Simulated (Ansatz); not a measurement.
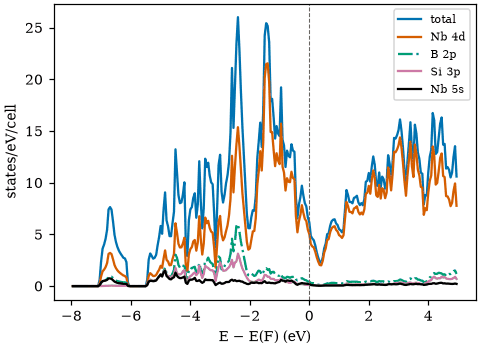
Total and projected density of states of Nb5SiB2 in space group I4/mcm (No. 140; Nb on 4c, Nb on 16l, Si on 4a, B on 8h), DFT-r²SCAN in the program Ansatz with PAW potentials

Which orbitals carry the states next to the Fermi level?

Within 0.5 eV of the Fermi level: Nb 4d 82 %, B 2p 7 %. Projections are on Löwdin-orthogonalised atomic valence shells; empty p or d shells of many metals are not among them.

Where is the tallest occupied peak in this window, and what makes it?

Near -2.4 eV, about 26 states/eV per cell; the largest projected share is Nb 4d.

The first step of the workflow began from a Materials Project structure, measured or hypothetical; the Crystallography Open Database copy checked does not list it. Whether it is the stable phase at ambient conditions was not checked. The cell was relaxed with r²SCAN under the symmetry of its start; whether a distortion lowers the energy is not shown. The run is not spin-polarised. Scalar-relativistic: spin–orbit coupling is off unless named, which matters more the heavier the elements.

Potentials: the later of the program's two PAW sets.
